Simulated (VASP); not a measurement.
Band structure of Hf₃N₄ (space group I-43d). Level of theory: PBE GGA, VASP's PBE PAW potentials (set 64) (plane waves; VASP).

Unless said otherwise, spin-orbit coupling is left out, though it shifts the bands of the heavy elements here.

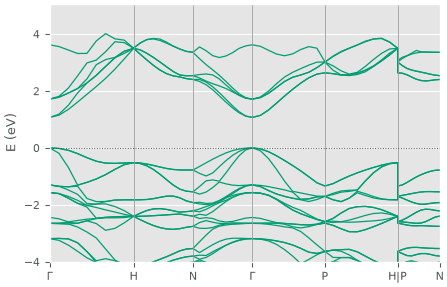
Figure. Bands along high-symmetry lines, zero at the valence-band maximum or, without a gap, the Fermi level

Problem. Read the plot: is there a gap, and where are the band edges?

Solution. The gap is direct, 1.07 eV, from the valence maximum at Γ to the conduction minimum at Γ.

The structure comes from a computed database's Hf3N4 entry, a phase known from measurement. The cell was not relaxed at this level. The run is one of a series of settings (NBANDS = 56 against the base run), some of them coarse on purpose.
